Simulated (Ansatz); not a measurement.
**F$_{2}$H$_{2}$Si: density, localisation and related maps**

The calculation's input:

```
crystal:
  periodic: [false, false, false]
  atoms:
    - {symbol: Si, position_ang: [0.034679, -0.022147, -0.035464]}
    - {symbol: H, position_ang: [0.687644, 0.757651, -1.103142]}
    - {symbol: H, position_ang: [0.398318, -1.450938, -0.008036]}
    - {symbol: F, position_ang: [-1.536273, 0.094177, -0.215978]}
    - {symbol: F, position_ang: [0.415630, 0.621258, 1.362719]}
basis:
  gaussian: {orbitals: def2-TZVPP}
hamiltonian: {xc: pbe0, dispersion: d4}
output: {orbitals: {seedname: orbitals}}
```

Run with:

```sh
ansatz run in.yaml --threads 2 --pin off --events-out ev --progress --plain --max-ram 4352MiB
```

The reactant side of a reaction path; geometry: PBE0-D4/def2-TZVP.

Computed with RKS PBE0-D4/def2-TZVPP (Ansatz).

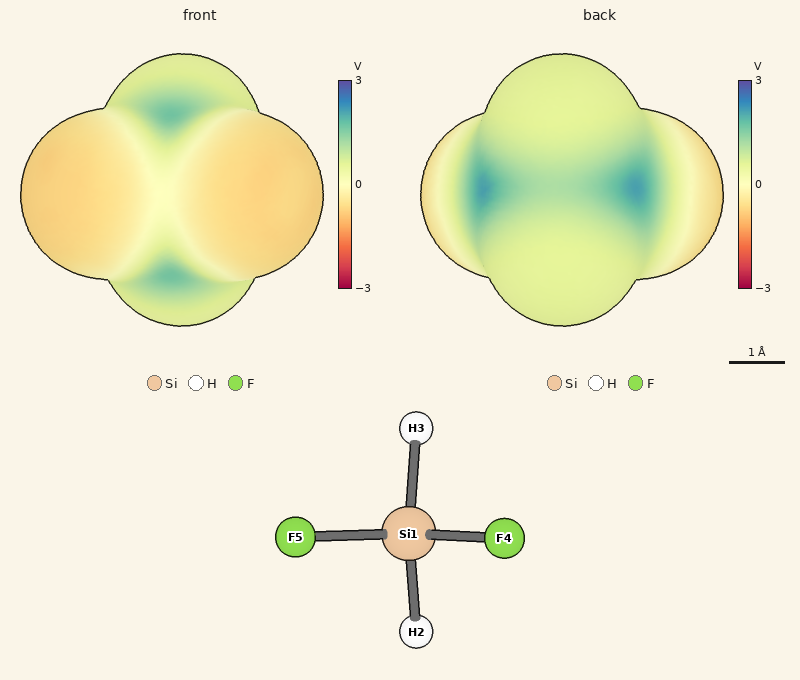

Figure 1. The electrostatic potential painted on the density surface at 0.002 e/bohr³, seen from the front and from behind; red is negative and blue positive. The bare structure is drawn below in the same view.

### Describe the electrostatic potential map.

The most negative region (about −0.7 V, or −16 kcal/mol for a unit charge) lies over F4 and F5, the most positive (about +2.0 V, or +46 kcal/mol for a unit charge) over Si1.

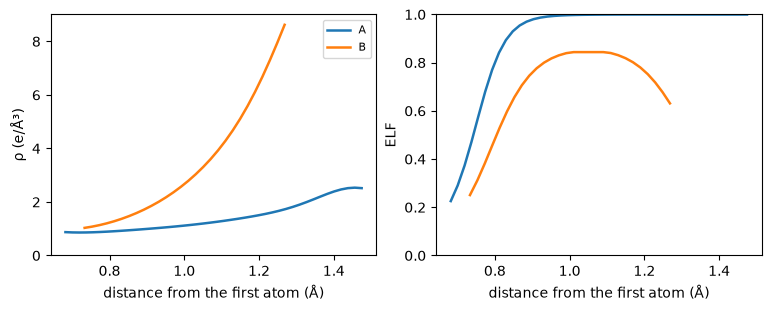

Figure 2. Total electron density and ELF along straight lines between neighbouring atoms. The curves leave out the atomic cores.

### Which curve belongs to which contact (Si–F and Si–H)? The first atom named is at distance zero.

Curve A: Si–H (1.47 Å): ρ at the midpoint is about 0.86 e/Å³; the ELF climbs to about 1 towards the hydrogen, as it does in any bond to H. Curve B: Si–F (1.59 Å): ρ at the midpoint is about 1.2 e/Å³; the ELF peaks at about 0.85 in the valence shell of F, 0.6 Å from its nucleus, and is about 0.45 at the midpoint.

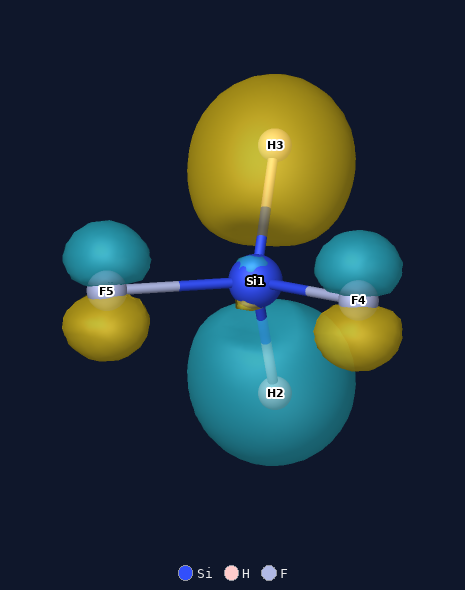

Figure 3. The HOMO at ±0.2 Å⁻³ᐟ² (yellow and cyan are the two phases), seen at a tilt.

### Describe this orbital and give its energy.

It lies mainly on Si1 (about 30 %), H2 (about 25 %), H3 (about 25 %), F4 (about 10 %) and F5 (about 10 %). Its energy is −9.88 eV.
